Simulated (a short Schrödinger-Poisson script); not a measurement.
Structure: symmetric double-gate stack, Al2O3 on p-type Si(110), at 300 K.

```tsv
layer	material	thickness (nm)	Na (cm⁻³)
1	Al2O3	5.4	-
2	Si	2	1e18
3	Al2O3	5.4	-
```

Constants are typed, rounded textbook-type inputs, not results; the design itself was drawn at random and stands for no fabricated device. Al2O3: permittivity 9, conduction-band edge (eV) 2.7, gap (eV) 6.8, electron mass (mₑ) 0.3. Si: permittivity 11.7, conduction-band edge (eV) 0, gap (eV) 1.124, Nv at 300 K (cm⁻³) 3.1e19.

Channel valleys (confinement mass, in-plane density-of-states mass, number): Δ4 0.315, 0.324, 4; Δ2 0.19, 0.417, 2. At the gates, both at one voltage, the conduction-band edge of layer 1 lies 2.86 eV − eVg above the Fermi level of the channel. Gaps are held at their typed values at every temperature. Mesh 0.03 nm at interfaces.

From a short Schrödinger-Poisson script (our own, NumPy): 1D Poisson equation in equilibrium, electrons quantum, Hartree (BenDaniel-Duke, 12 states a valley, the channel's in-plane mass for all, wave functions ending at the dielectric), parabolic valleys, classical holes, full ionisation, no traps, pinning or gate leakage.

Only gate voltages with over 1e8 electrons/cm² are shown.

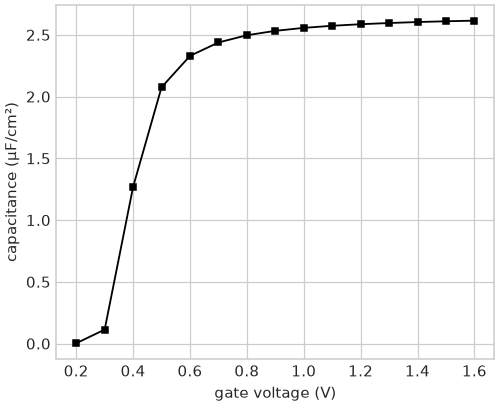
Quasi-static capacitance against gate voltage

```csv
Vg (V),electrons (cm⁻²),C (μF/cm²),Δ4 E0 (meV),Δ4 E1 (meV),Δ2 E0 (meV),Δ2 E1 (meV)
0.2,4.09e8,< 0.003,269.9,1164.2,466.2,1948.8
0.3,1.87e10,0.113,171.0,1065.2,367.3,1849.9
0.4,3.85e11,1.27,92.6,986.4,288.9,1771.1
0.5,1.48e12,2.08,56.8,949.5,253.1,1734.2
0.6,2.86e12,2.33,38.3,929.8,234.6,1714.4
0.7,4.36e12,2.44,26.1,916.0,222.4,1700.7
0.8,5.90e12,2.50,16.7,905.2,213.0,1689.9
0.9,7.47e12,2.53,9.1,896.0,205.4,1680.7
1,9.06e12,2.56,2.5,887.8,198.8,1672.5
1.1,1.07e13,2.57,-3.4,880.4,192.9,1665.1
1.2,1.23e13,2.59,-8.7,873.5,187.6,1658.2
1.3,1.39e13,2.60,-13.6,867.1,182.7,-
1.4,1.55e13,2.60,-18.3,860.9,178.1,-
1.5,1.71e13,2.61,-22.6,855.0,173.7,-
1.6,1.88e13,2.61,-26.8,849.2,169.6,-
```

Subbands count from the Fermi level; a dash marks a level above the dielectric's band edge. The capacitance is that of both gates.
